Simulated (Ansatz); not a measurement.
F2H2Si···NH3

The calculation's input:

```
crystal:
  periodic: [false, false, false]
  atoms:
    - { symbol: Si, position_ang: [0.192054, 0.01316, -0.03305] }
    - { symbol: F, position_ang: [0.346835, -0.194918, 1.55339] }
    - { symbol: H, position_ang: [1.56537, 0.117791, -0.573255] }
    - { symbol: F, position_ang: [-0.519465, 1.439651, -0.328146] }
    - { symbol: H, position_ang: [-0.56689, -1.095617, -0.640834] }
    - { symbol: "N", position_ang: [-2.549651, -0.026319, 1.264533] }
    - { symbol: H, position_ang: [-2.620448, -0.759854, 0.564323] }
    - { symbol: H, position_ang: [-2.391286, 0.864614, 0.801787] }
    - { symbol: H, position_ang: [-1.748819, -0.226308, 1.888151] }
basis:
  gaussian: { orbitals: def2-SVP }
hamiltonian:
  xc: b3lyp
relax:
  f_tol: 0.03
  max_steps: 50
output:
  orbitals: {}
```

Command:

```sh
ansatz run input.yaml --threads 2 --pin off --max-ram 3072MiB --backend cpu --events-out ev --progress --plain --runs-dir out
```

The fields are those of the run's last geometry, not of the input's.

Computed with RKS B3LYP/def2-SVP in Ansatz.

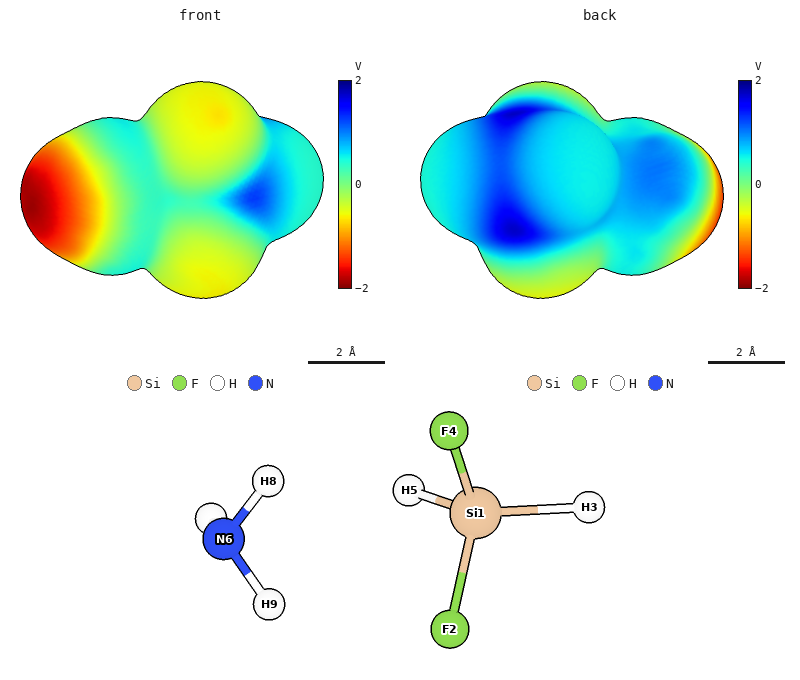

Figure 1. The electrostatic potential painted on the density surface at 0.001 e/bohr³, seen from the front and from behind; the colour scale runs from red (negative) to blue (positive). The bare structure is drawn below in the same view.

> Which sites attract a positive test charge, and which a negative one?

A positive charge is drawn to the negative regions and a negative charge to the positive ones. The most negative region (about −1.8 V, or −42 kcal/mol for a unit charge) lies over N6, the most positive (about +1.7 V, or +39 kcal/mol for a unit charge) over Si1. N6 is the likeliest acceptor of a hydrogen bond.

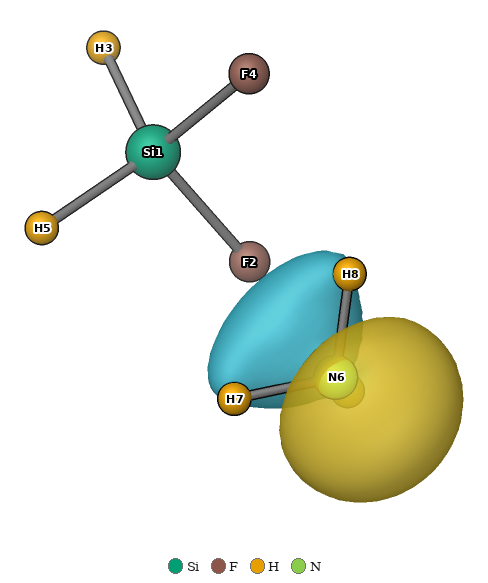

Figure 2. The HOMO at ±0.2 Å⁻³ᐟ² (yellow and cyan are the two phases), seen at an oblique angle.

> Where does this orbital lie, and at what energy?

Its weight (Hirshfeld) is mainly on N6 (about 80 %); largely a lone pair of N6. Its energy is −6.90 eV.

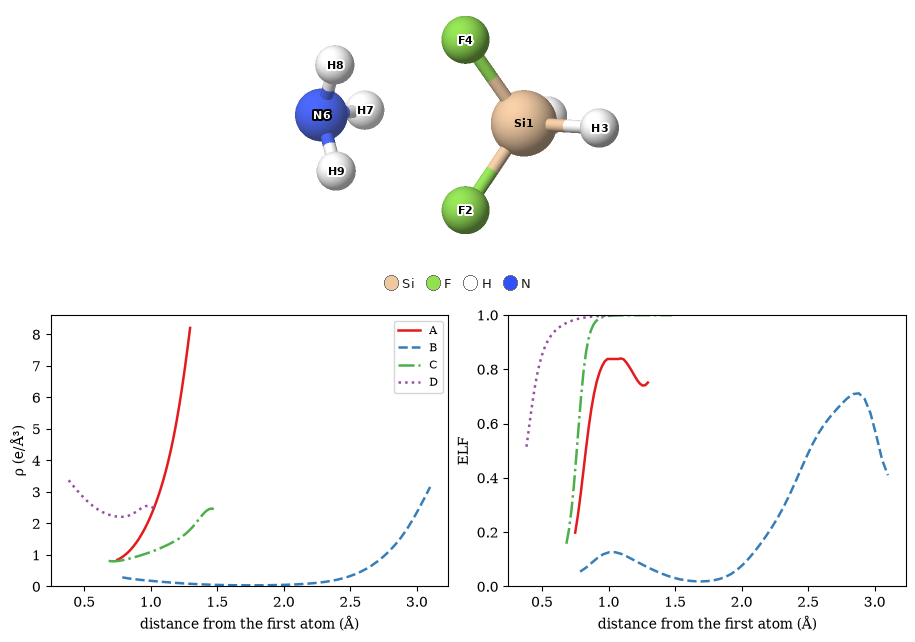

Figure 3. Electron density and electron localisation function along straight lines between neighbouring atoms. The curves leave out the atomic cores. The structure is drawn too.

> Which curve belongs to which contact (N–H, Si–F, Si–H and Si–N)? The first atom named is at distance zero.

Curve A: Si–F (1.62 Å): ρ is about 1 e/Å³ halfway; the ELF peaks at about 0.85 in the valence shell of F, 0.5 Å from its nucleus, and is about 0.40 at the midpoint. Curve B: Si1···N6 (3.49 Å): the density falls to about 0.04 e/Å³ on the way; the ELF dips to about 0 between them (a non-bonded, intermolecular contact). Curve C: Si–H (1.48 Å): the density is about 0.8 e/Å³ at the midpoint; the ELF climbs to about 1 towards the hydrogen, as it does in any bond to H. Curve D: N–H (1.02 Å): ρ is about 2.8 e/Å³ halfway; the ELF climbs to about 1 towards the hydrogen: a covalent bond by its length.

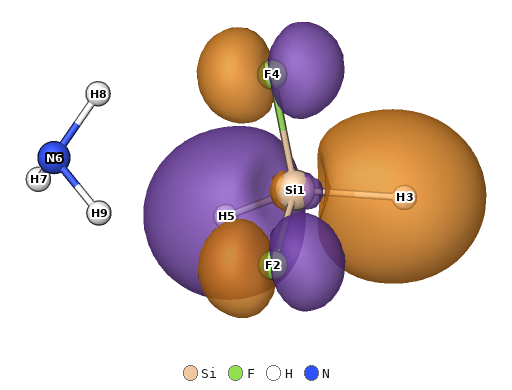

Figure 4. The HOMO−1 at ±0.1 Å⁻³ᐟ² (orange and purple are the two phases), seen at a tilt.

> Describe this orbital and give its energy.

It lies mainly on Si1 (about 30 %), H3 (about 25 %), H5 (about 25 %), F2 (about 10 %) and F4 (about 10 %). Its energy is −9.81 eV.
